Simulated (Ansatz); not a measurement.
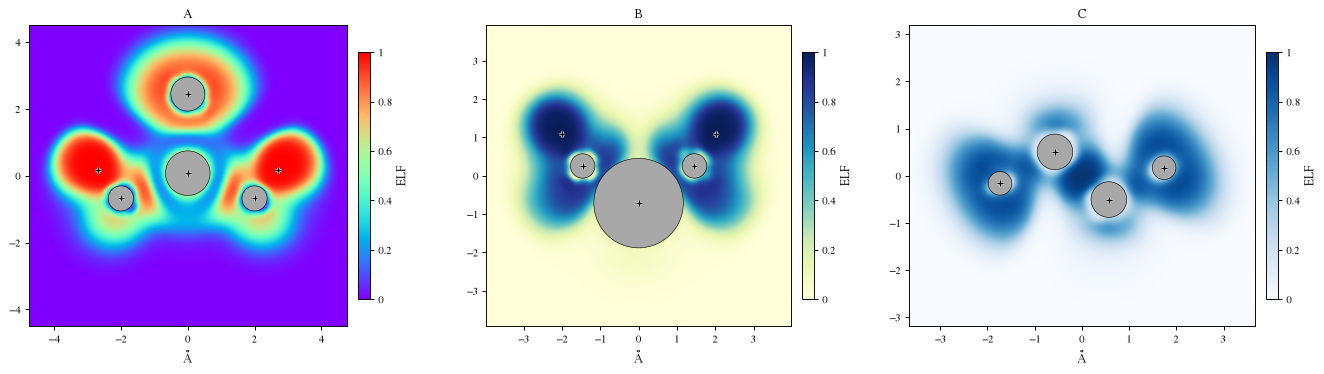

The electron localisation function of 3 systems, each on a plane through atoms (crosses mark nuclei in the plane; grey discs cover the cores).

Computed with RKS PBE0-D4/def2-TZVPP (Ansatz 0.2.0).

System 1: C₂H₂F₄ (SMILES FC(F)C(F)F), the plane of atoms F1, C2 and C4. Geometry: PBE0-D4/def2-TZVP.

```xyz
8

F    -1.3465   -1.0460    0.3768
C    -0.5196    0.0088    0.5419
F    -1.2237    1.1387    0.3656
C     0.5971   -0.0835   -0.4916
F     1.5067    0.8793   -0.2289
F     0.1056    0.1147   -1.7256
H    -0.1160   -0.0075    1.5598
H     1.0884   -1.0614   -0.4537
```

System 2: C₂H₆ClIn (SMILES [CH3][In]([CH3])[Cl]), the plane of atoms In2, C3 and H8. Geometry: PBE0-D4/def2-TZVP; core potentials replace the inner electrons of In.

```xyz
10

C    -0.4961    1.7158   -0.9347
In   -0.2701   -0.2818   -0.2110
C     0.8939   -1.3404    1.2344
Cl   -1.7356   -1.7561   -1.3494
H    -1.3143    1.7414   -1.6529
H    -0.7092    2.3986   -0.1110
H     0.4241    2.0426   -1.4219
H     0.5776   -2.3823    1.2490
H     1.9527   -1.2859    0.9756
H     0.7602   -0.9029    2.2249
```

System 3: H₄N₂O₂W, the plane of atoms W2, N3 and H7. Geometry: PBE0-D4/def2-TZVP; core potentials replace the inner electrons of W.

```json
{"atom": "N", "x (Å)": "-0.4827", "y (Å)": "0.3612", "z (Å)": "-1.5772"}
{"atom": "W", "x (Å)": "-0.0791", "y (Å)": "-0.0163", "z (Å)": "0.0831"}
{"atom": "N", "x (Å)": "1.6465", "y (Å)": "-0.1220", "z (Å)": "0.3537"}
{"atom": "O", "x (Å)": "-0.8289", "y (Å)": "-1.7085", "z (Å)": "0.5248"}
{"atom": "O", "x (Å)": "-0.7839", "y (Å)": "1.3772", "z (Å)": "1.1707"}
{"atom": "H", "x (Å)": "-0.3088", "y (Å)": "0.5848", "z (Å)": "-2.5435"}
{"atom": "H", "x (Å)": "2.6235", "y (Å)": "-0.1092", "z (Å)": "0.1103"}
{"atom": "H", "x (Å)": "-1.5177", "y (Å)": "-2.0855", "z (Å)": "-0.0265"}
{"atom": "H", "x (Å)": "-0.2687", "y (Å)": "1.7184", "z (Å)": "1.9046"}
```

Q: Which map belongs to which system?

A: Panel A is system 2, C₂H₆ClIn: the plane holds C, In, Cl and H. C–In (2.14 Å): the ELF peaks at about 0.90 in the valence shell of C, 0.7 Å from its nucleus, and drops to about 0.20 between the two atoms. Panel B is system 3, H₄N₂O₂W: the plane holds N, W and H. W–N (1.75 Å): the ELF peaks at about 0.80 in the valence shell of N, 0.6 Å from its nucleus, and is about 0.35 at the midpoint. Panel C is system 1, C₂H₂F₄: the plane holds F and C. C–F (1.35 Å): the ELF peaks at about 0.85 between the atoms (a polar covalent bond).
